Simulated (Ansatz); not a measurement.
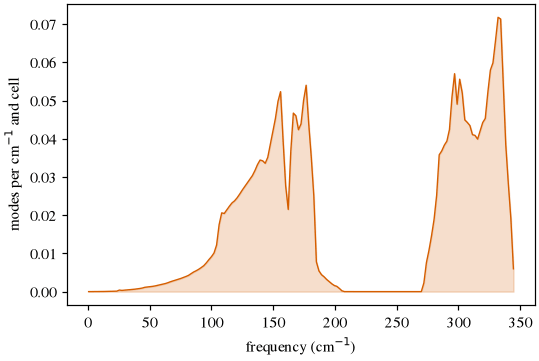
Figure: Phonon density of states of AlRu (CsCl type, space group No. 221), 2 atoms a cell, plane-wave PAW PBE (Ansatz code)

Estimate the mean frequency and the zero-point energy.

The mean is about 230 cm⁻¹, and (3/2)ħ⟨ω⟩ gives 42.5 meV/atom.

What share of the Dulong–Petit heat capacity is reached at 100 K and at 300 K?

47 % and 90 %.

Space group Pm-3m (CsCl type). The PBE relaxation kept the symmetry of its start; phonons on a q-mesh show no instability. No spin polarisation was allowed. As this level gives no gap, phonon frequencies hold no LO–TO term and depend on the k-mesh and smearing (Fermi–Dirac, 0.1 eV here). Scalar-relativistic: spin–orbit coupling is off unless named, which matters more the heavier the elements.

Potentials: the later of the program's two PAW sets.
